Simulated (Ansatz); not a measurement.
## Loss of CH4: C4H6F4 → C3H2F4 + CH4

Species: C4H6F4 `CC(F)(CF)C(F)F`, singlet; C3H2F4 `FCC(F)=C(F)F`, singlet; CH4 (methane) `C`, singlet. 

Shapes, held fixed at every level: PBE0-D4/def2-TZVP. Flexible molecules stand in one conformer, not always the lowest. Programs: Ansatz 0.2.0. Electronic energies: no zero-point or thermal term.

| level | kind | ΔE (kJ/mol) | less CCSD(T)/CBS estimate |
| --- | --- | --- | --- |
| B3LYP-D4/def2-TZVPP | global hybrid | +148.3 | -25.3 |
| PBE0-D4/def2-TZVPP | global hybrid | +165.3 | -8.3 |
| wB97M-V/def2-TZVPP | range-separated hybrid | +169.2 | -4.4 |
| wB97X-V/def2-TZVPP | range-separated hybrid | +177.1 | +3.5 |
| CCSD(T)/def2-TZVPP | coupled cluster or CI | +170.9 | -2.7 |
| CCSD/def2-TZVPP | coupled cluster or CI | +171.4 | -2.2 |
| CCSD(T)/CBS estimate | coupled cluster or CI | +173.6 | 0.0 |

The highest level, CCSD(T)/CBS estimate, gives ΔE = +173.6 kJ/mol; the levels span +148.3 to +177.1. The column of differences is taken from that level and isn't an error. No measured value is set beside it here. The CBS estimate extrapolates MP2 from def2-TZVPP and def2-QZVPP and adds CCSD(T) − MP2 in the triple-zeta set, cores frozen.

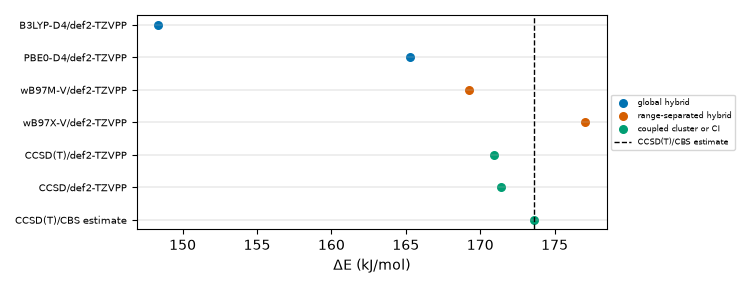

The values of the table, level by level.
